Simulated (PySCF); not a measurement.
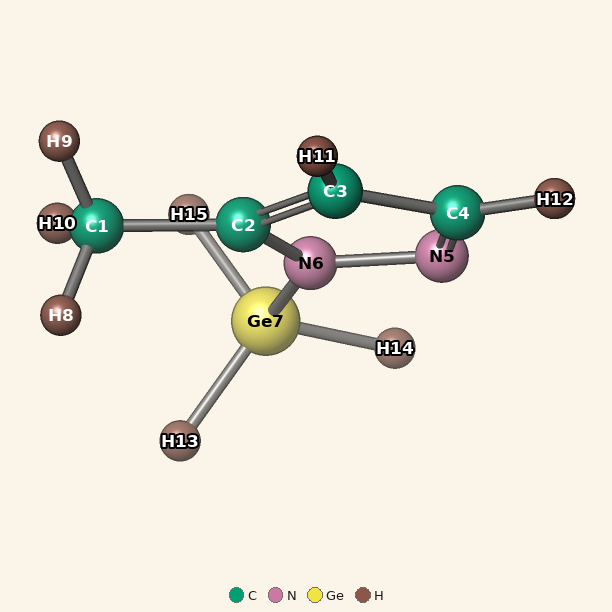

Atoms fade into the background with distance from the viewer. Computed geometry: GFN2-xTB optimisation. No frequency run is at hand to confirm it as a minimum.

> What is the conformation of the ring C2–C3–C4–N5–N6?

It is planar. The Cremer–Pople amplitude Q is 0.00 Å.

> Give the torsion angles round the ring, beginning with the bond from its second to its third atom.

0°, 0°, 0°, 0°, 0°.
